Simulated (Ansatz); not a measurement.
```tsv
atom	x (Å)	y (Å)	z (Å)
Al	-0.0149	0.6190	0.3267
F	0.9454	1.4925	1.4402
C	0.4989	-1.1575	-0.2960
H	1.4507	-1.4971	0.1566
O	-1.4828	1.3534	-0.2533
H	-0.2934	-1.8943	-0.0481
H	0.6112	-1.1579	-1.4001
H	-1.7151	2.2418	0.0737
```

Theory: RKS PBE/cc-pVDZ in Ansatz 0.2.0.

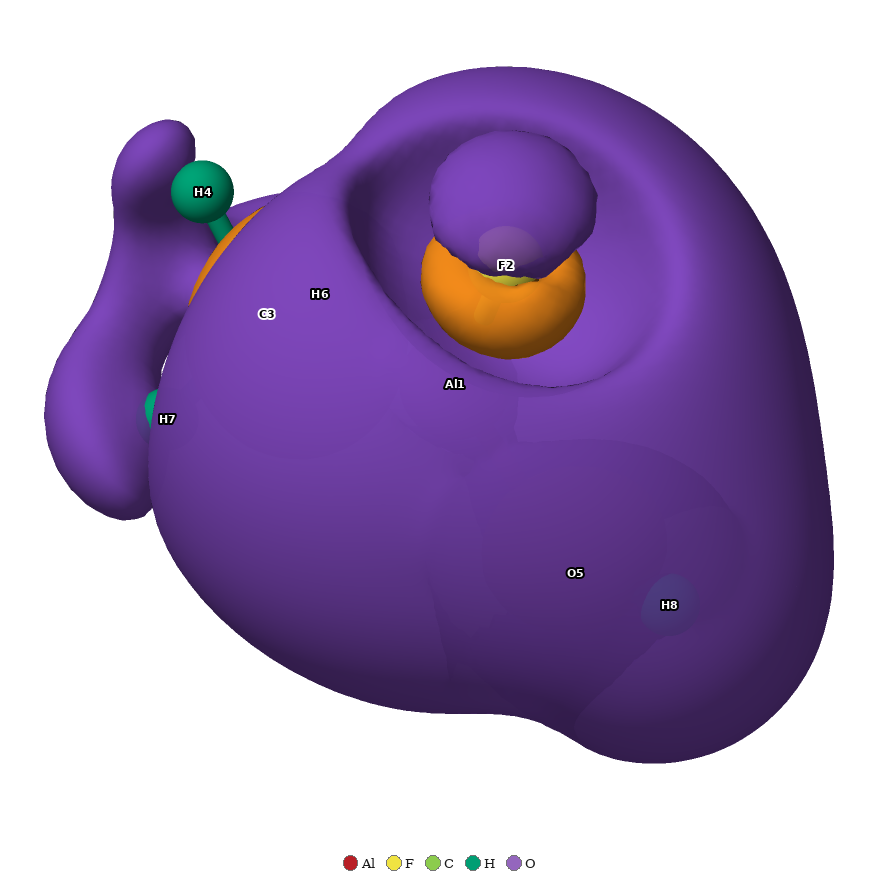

CH4AlFO. One frontier orbital at ±0.06 Å⁻³ᐟ² (orange and purple are the two phases), seen at an oblique angle.

Q: Which orbital is it: HOMO or LUMO?

A: The LUMO, at −1.03 eV. Its weight (Hirshfeld) is mainly on Al1 (about 50 %), C3 (about 15 %), O5 (about 10 %), F2 (about 10 %) and H8 (about 5 %).
